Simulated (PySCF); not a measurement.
Vertical excitations of a molecule CH6OSeSi from TDDFT-PBE/def2-SVPD (PySCF), as energy in eV (oscillator strength): 5.11 (0.013), 5.51 (0.032), 5.75 (0.004), 5.85 (0.020), 6.28 (0.050), 6.33 (0.048), 6.43 (0.004), 6.48 (0.003), 6.60 (0.001), 6.88 (0.057). Lowest triplet (TDA): 4.73 eV. Geometry: B3LYP-D3(BJ)/def2-SVP. The values are those of a single conformer.

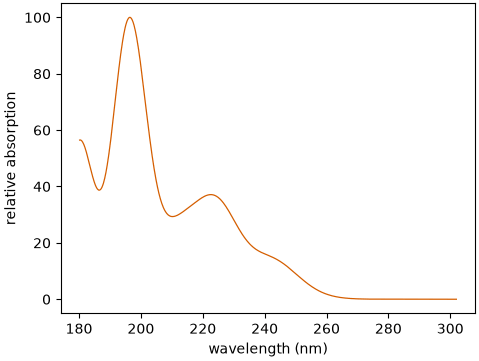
The lines broadened by 0.4 eV.

Q: Which molecule gave these data?
A) CO[Se][SiH3]
B) CO[SiH2][SeH]
C) C[Se]O[SiH3]

A: B, CO[SiH2][SeH]
